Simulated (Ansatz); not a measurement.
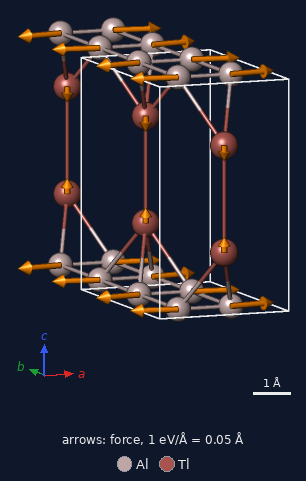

Starting geometry of crystalline Al₂Tl (built on the random type) (coarse preliminary run) with the computed forces as orange arrows. A ball-and-stick model of the cell of the calculation, repeated 1 × 2 × 1 with one cell outlined, seen slightly off an axis.

Case: random cell with space group Pmmm (No. 47).

Level of theory: DFT PBE, scalar-relativistic, plane waves, PAW (Ansatz). Set-up: plane-wave cutoff 420 eV; k-point mesh 4 × 4 × 4; occupations gaussian; smearing width 0.1 eV; no spin polarisation; cell and atoms relaxed; force threshold 0.04 eV/Å; at most 70 steps.

**Is this structure relaxed? If not, where do the atoms go?**

It isn't relaxed: the largest force vector, on Al atoms, is 27.60 eV/Å. The atoms end up moving mostly along the starting forces (cosine between the two patterns 0.93). The largest moves relative to the cell, 0.26 Å, are those of Al atoms. By element the largest moves are Al 0.26 Å, Tl 0.25 Å. The drawn cell changes as follows: a 3.839 → 5.335 Å (+39.0 %), b 5.808 → 5.466 Å (−5.9 %), c 6.484 → 7.655 Å (+18.1 %); the volume changes by +54.4 %. Some distances before and after: Al–Al 1.576 → 2.713 Å, Al–Tl 2.401 → 3.020 Å, Al–Al 2.262 → 2.623 Å, Al–Al 2.904 → 2.675 Å. Bond angles that change, for instance: Al–Tl–Al 74.4° → 55.1°, Al–Al–Tl 127.2° → 117.5°, Al–Al–Tl 70.8° → 63.3°. The space group stays Pmmm (No. 47). The energy falls by 3788 meV per atom in 13 accepted moves (15 points after the start). Largest force component: 27 eV/Å at the start, 0.018 eV/Å at the end. The pressure goes from 57.48 to 0.00 GPa. At 2 points the geometry stayed and the basis and grid were re-selected for the new cell (energy shift of 48.1 meV per atom at most each time). Cost: 110 s on 1 thread of Arm Neoverse V2, with other jobs on the host, peak memory 0.46 GiB.

Limits of the set-up: the k-point mesh is coarse for a cell with partly filled bands.
